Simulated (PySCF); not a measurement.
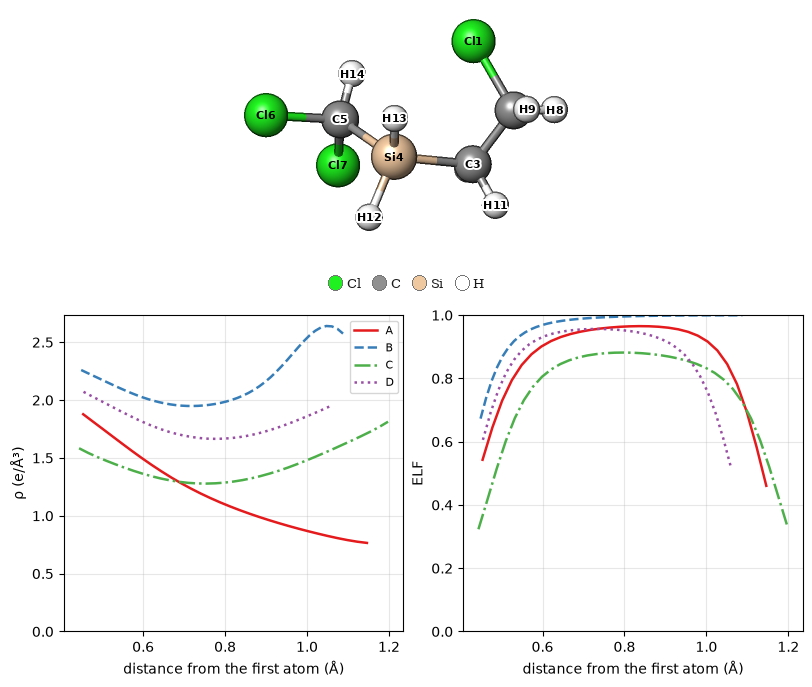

Figure. C$_{3}$H$_{7}$Cl$_{3}$Si (SMILES ClCC[SiH2]C(Cl)Cl). Total electron density and ELF along straight lines between neighbouring atoms. The curves leave out the atomic cores. The structure is drawn too.

Geometry: GFN2-xTB.

Level of theory: PBE0/pcSseg-1, SCF density, gas phase, non-relativistic in PySCF 2.14.0.

```xyz
14

Cl   -1.3061    1.7387    0.8703
C    -1.9808    0.1459    0.4409
C    -0.8619   -0.8672    0.3122
Si    0.5780   -0.2329   -0.7712
C     1.8847    0.5876    0.3808
Cl    3.2620    1.1168   -0.6048
Cl    2.4330   -0.6144    1.5698
H    -2.6939   -0.1170    1.2225
H    -2.5059    0.2802   -0.5041
H    -0.4884   -1.1222    1.3045
H    -1.2809   -1.7784   -0.1132
H     1.2525   -1.3646   -1.4048
H     0.1552    0.7712   -1.7451
H     1.5516    1.4557    0.9454
```

Which curve belongs to which contact (C–C, C–Cl, C–H and C–Si)? The first atom named is at distance zero.

Answer. Curve A: C–Si (1.91 Å): the density is about 0.91 e/Å³ at the midpoint; the ELF peaks at about 0.95 between the atoms (a shared electron pair). Curve B: C–H (1.09 Å): ρ is about 2.1 e/Å³ halfway; the ELF climbs to about 1 towards the hydrogen, as it does in any bond to H; an ordinary covalent bond to hydrogen. Curve C: C–Cl (1.77 Å): ρ is about 1.3 e/Å³ halfway; the ELF peaks at about 0.90 between the atoms (a covalent bond). Curve D: C–C (1.51 Å): the density is about 1.7 e/Å³ at the midpoint; the ELF peaks at about 0.95 between the atoms; a covalent bond.
